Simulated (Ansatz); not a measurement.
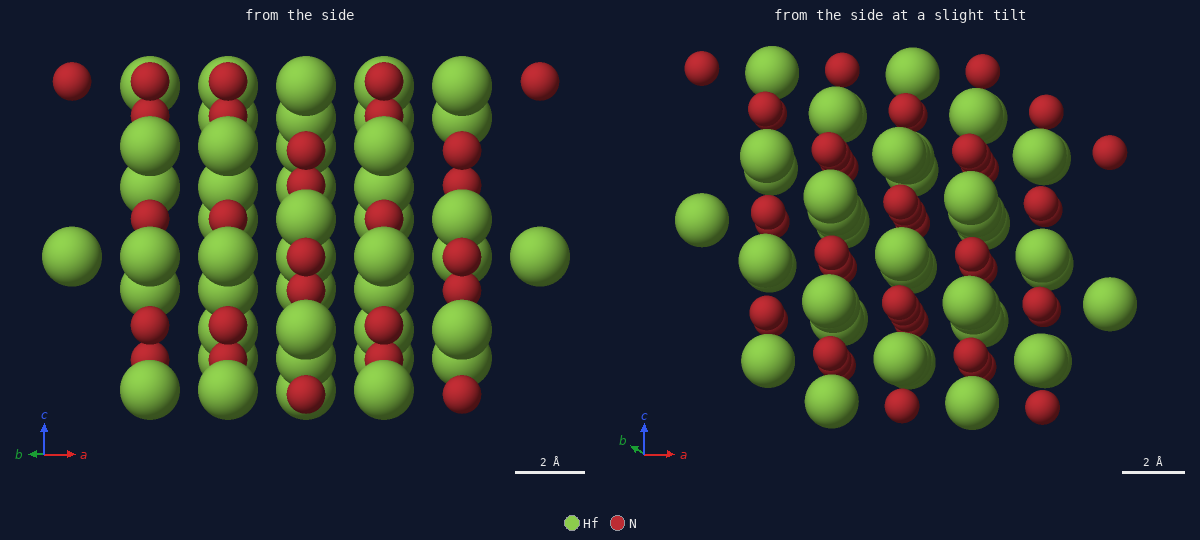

A spheres-only picture of a periodic slab, seen from the side and from the side at a slight tilt. The surface normal points up in side views; the vacuum is left out. 2×2 cells are drawn in the plane, with atoms at the edges repeated.

The cell holds 10 Hf, 10 N. The slab was cut from bulk HfN (Fm-3m).

Which elements lie outermost on each side?

The top face ends in Hf and N, the bottom face in Hf and N. The two faces are alike.

What height do the atoms span?

About 9 Å from the lowest to the highest atom.

Name the atomic layers in order from the top face down.

Ten planes: HfN / HfN / HfN / HfN / HfN / HfN / HfN / HfN / HfN / HfN.

Along which plane was the crystal cut?

(2 1 0).

Computational set-up: DFT PBE, scalar-relativistic, plane waves, PAW (Ansatz), a kinetic-energy cutoff of 420 eV, k-point mesh 8×7×1, Gaussian smearing of 0.1 eV, no spin polarisation.

Estimate the work function for the two faces.

2.79 eV on both faces.

The structure comes from a structure type filled with these elements by a generator (whether the compound takes this form wasn't checked); a slab was cut from it. The atoms were relaxed in a fixed cell with DFT PBE, scalar-relativistic, plane waves, PAW in Ansatz.
